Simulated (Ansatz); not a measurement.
GaSb: Sb → Mo

Take GaSb in the zinc blende structure (space group F-43m, No. 216; a = 6.214 Å) as the base.

Perturbation: full substitution Sb → Mo; the structure is relaxed again.

All numbers come from Kohn–Sham DFT with the PBE functional, run in Ansatz (a program for electronic structure) with PAW and 420 eV plane waves, no SOC. k-mesh 14×14×14 (Γ-centred); smearing 0.05 eV (Fermi–Dirac), for the changed cell.

```csv
quantity,base,changed,shift
volume per atom,29.99 Å³,23.19 Å³,-6.80 Å³
density,5.30 g/cm³,5.93 g/cm³,+0.63 g/cm³
lattice parameter a,621.4 pm,570.3 pm,-51.02 pm
space group,F-43m (No. 216),F-43m (No. 216),–
shortest interatomic distance,269.1 pm,247.0 pm,-22.1 pm
band gap,zero,zero,–
```

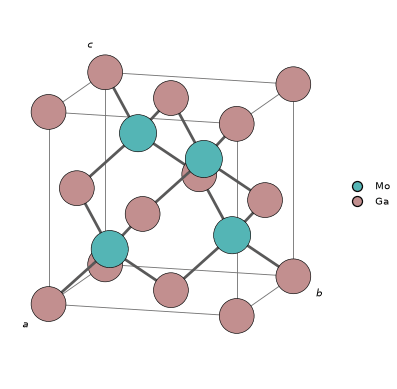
The relaxed conventional cell after the change

With Sb present, leaving out spin-orbit coupling can change the band edges. Stability against distortions was not tested. As relaxed here, GaMo is a hypothetical phase, not in the database extracts checked. All final runs are without spin polarisation. An odd electron count without spin: GaMo. GaMo has a high density of states at the Fermi level and may be magnetic at this level. A zero or small gap of GaSb can be the functional's error rather than a property of the material.
